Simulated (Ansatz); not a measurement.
Consider CH4AlF2N.

```xyz
9

C     0.1288   -1.1327    0.6212
N    -0.3997    0.1950    0.3676
Al    0.0552    1.2882   -0.9407
F    -0.6614    2.8027   -1.0908
F     1.2210    0.8206   -2.0604
H    -0.6540   -1.9102    0.5734
H     0.6170   -1.2063    1.6089
H     0.8854   -1.3838   -0.1368
H    -1.1037    0.4802    1.0404
```

Computed with RKS PBE0-D4/cc-pVDZ in Ansatz 0.2.0.

**What can the converged electron density and electron localisation function tell about the bonding?**

C–N (1.45 Å): ρ is about 1.9 e/Å³ halfway; the ELF peaks at about 0.95 between the atoms (localised, covalent bonding).
Al–F (1.68 Å): ρ at the midpoint is about 0.71 e/Å³; the ELF peaks at about 0.85 in the valence shell of F, 0.5 Å from its nucleus, and is about 0.20 at the midpoint.
Al–N (1.76 Å): ρ at the midpoint is about 0.81 e/Å³; the ELF peaks at about 0.90 in the valence shell of N, 0.6 Å from its nucleus, and is about 0.55 at the midpoint.
N–H (1.01 Å): the density is about 2.8 e/Å³ at the midpoint; the ELF climbs to about 1 towards the hydrogen, as it does in any bond to H; a covalent bond by its length.

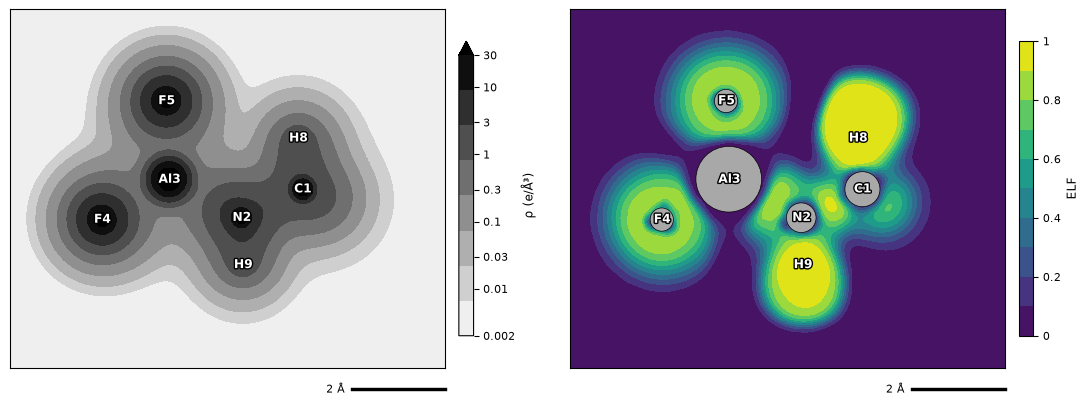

Computed electron density and electron localisation function on the plane of atoms N2, Al3 and F5, in this order. Grey discs cover the atomic cores in the ELF map. 
